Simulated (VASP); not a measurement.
Band structure of TiSi$_{2}$ (space group Fddd). All values below come from LDA (Ceperley-Alder, Perdew-Zunger), VASP's LDA PAW potentials (set 64) (plane waves; VASP).

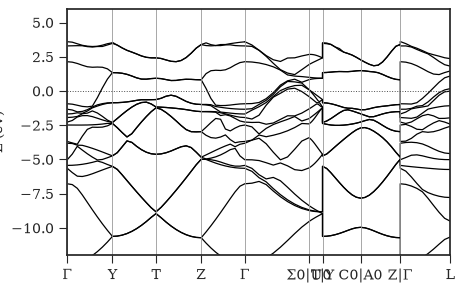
Figure. Bands along high-symmetry lines, zero at the valence-band maximum or, without a gap, the Fermi level

Problem. Read the plot: is there a gap, and where are the band edges?

Solution. It has no gap at this level: it comes out as a metal or semimetal. (Edges off the drawn lines would not show.)

The structure comes from a computed database's TiSi2 entry (Fddd); how it stands against other phases isn't given here. It was relaxed first.
